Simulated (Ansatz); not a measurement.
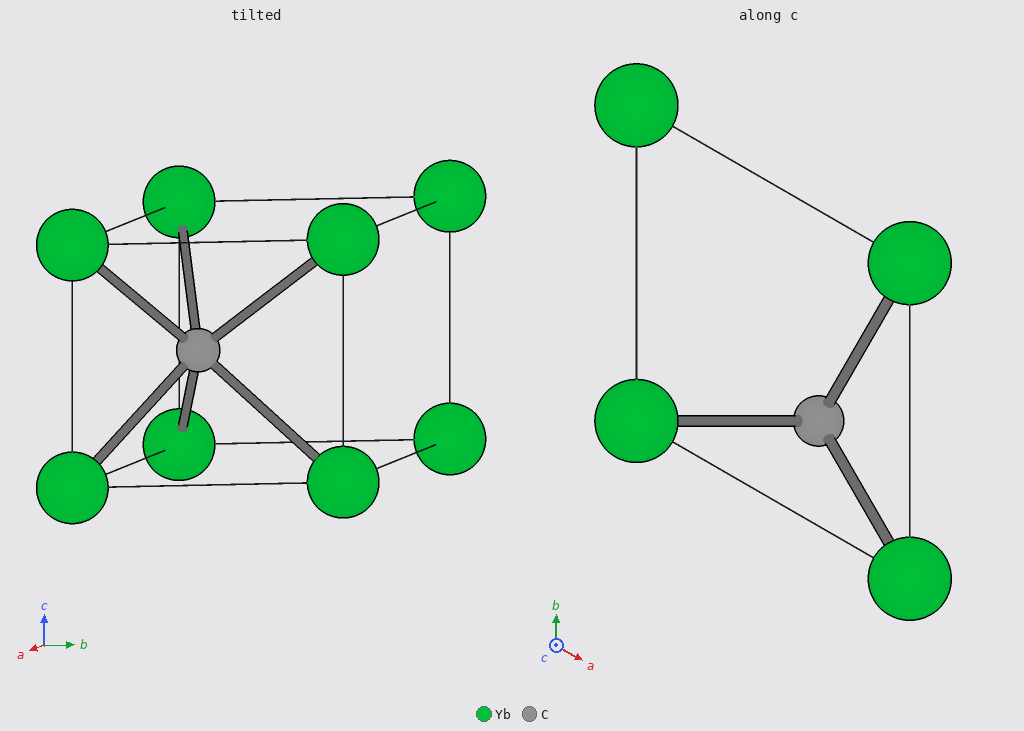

Crystal structure, ball-and-stick style, seen slightly off an axis and along the c axis. The wireframe shows the conventional unit cell.

YbC, tungsten carbide (WC) type, space group P-6m2 (No. 187), a = 3.430 Å, b = 3.430 Å, c = 3.098 Å, α = 90.00°, β = 90.00°, γ = 120.00°. Its origin is a structure type filled with these elements by a generator (whether the compound takes this form wasn't checked). Earlier steps of the study, as a rule a relaxation of our own, may have changed the cell and positions, so they can lie some per cent off the listed ones. It was run through Ansatz as a DFT input.

This one geometry was computed with Ansatz (DFT, plane waves, PAW) at three levels of theory: LDA, PBEsol and r2SCAN.

### Which level gives the highest pressure at this volume, and what does that say about its equilibrium volume?

Highest: r2SCAN (-1.0 GPa), which points to the largest equilibrium volume. Lowest, with the smallest volume: LDA (-8.4 GPa). Levels within 0.5 GPa of each other can't be told apart.

### How does the band gap change with the level of theory?

All levels give a metal.

### Collect the results in a table.

| level | cutoff (eV) | k-mesh of the run's cell | gap (eV) | pressure (GPa) | absolute moment (μB/atom) |
| --- | --- | --- | --- | --- | --- |
| LDA | 420 | 12×12×10 | metal | -8.4 | 0.00 |
| PBEsol | 420 | 12×12×10 | metal | -4.7 | 0.00 |
| r2SCAN | 500 | 12×12×10 | metal | -1.0 | 0.65 |

Gaps are taken on the k-mesh or band path of each run.
